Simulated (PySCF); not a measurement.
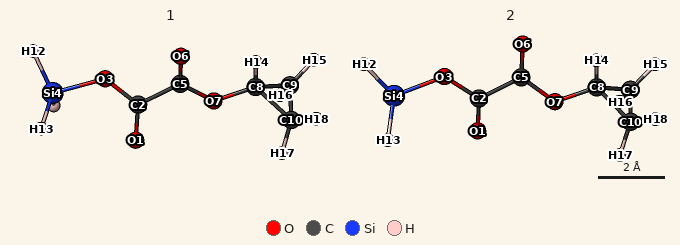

Two geometries of C₅H₈O₄Si, drawn at one scale. One is the start of a relaxation, the other its converged end. A ball-and-stick model, seen at a tilt.

Level of theory: PBE0-D3(BJ)/def2-SVP geometry optimisation, gas phase (PySCF 2.14.0, density-fitted response routines). 

Question: Which of the two is the end point?

Answer: Structure 2 is the relaxed one. The start comes from GFN2-xTB. Its atoms were then displaced at random by about 0.01 Å. The largest move after the best rigid fit is that of an H atom, 0.68 Å. By element the largest moves are H 0.68 Å, O 0.56 Å, C 0.26 Å, Si 0.14 Å. Among the contacts that change: H–Si 1.453 → 1.486 Å, C–O 1.291 → 1.323 Å, C–H 1.075 → 1.093 Å, C–O 1.214 → 1.198 Å. Among the angles between lasting bonds that change: O–Si–H 97.1° → 103.2°, H–Si–H 117.2° → 111.2°, C–O–Si 123.9° → 118.1°. Groups turn about C–C by about 30°. After 12 geometry steps the energy has fallen by 0.209 eV. Cost: 3.9 min on 1 thread of Arm Neoverse V2, on a shared host.
